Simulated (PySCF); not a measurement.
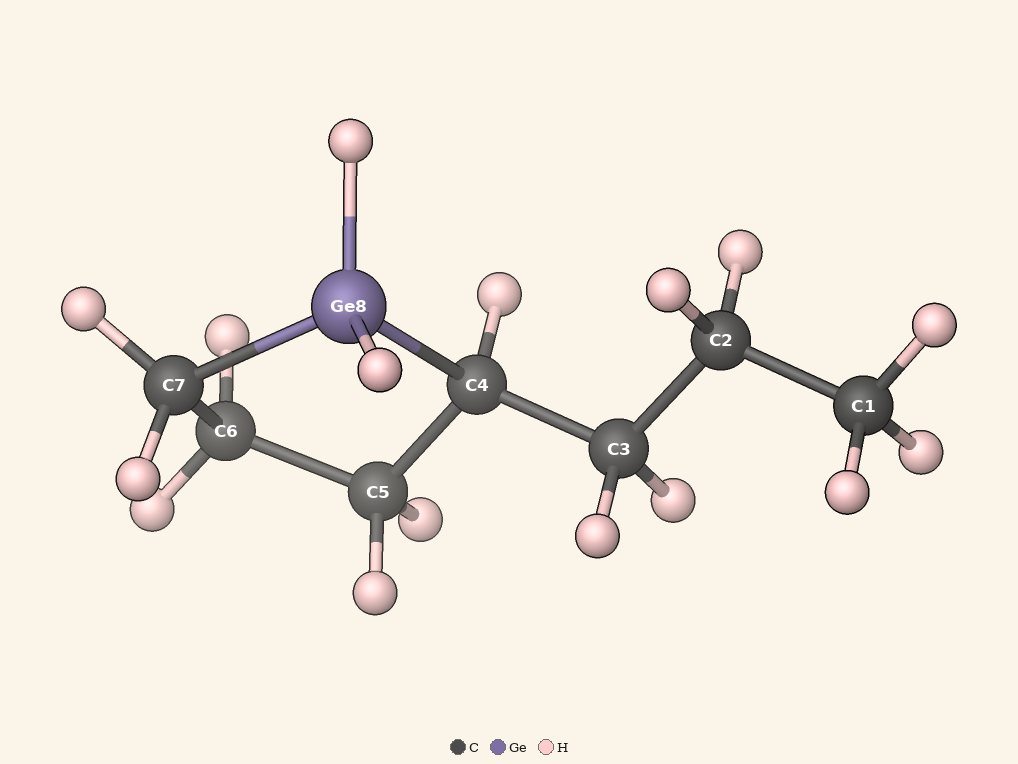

Distant atoms are faded towards the background colour. The geometry was computed by an optimisation with PBE0-D3(BJ)/def2-SVP. No frequency run is at hand to confirm it as a minimum.

Question: What is the conformation of the ring C4–C5–C6–C7–Ge8?

Answer: It is a twist (half-chair). The Cremer–Pople amplitude Q is 0.44 Å.

Question: Give the torsion angles round the ring, beginning with the bond from its second to its third atom.

Answer: −53°, 37°, −13°, −14°, 38°.
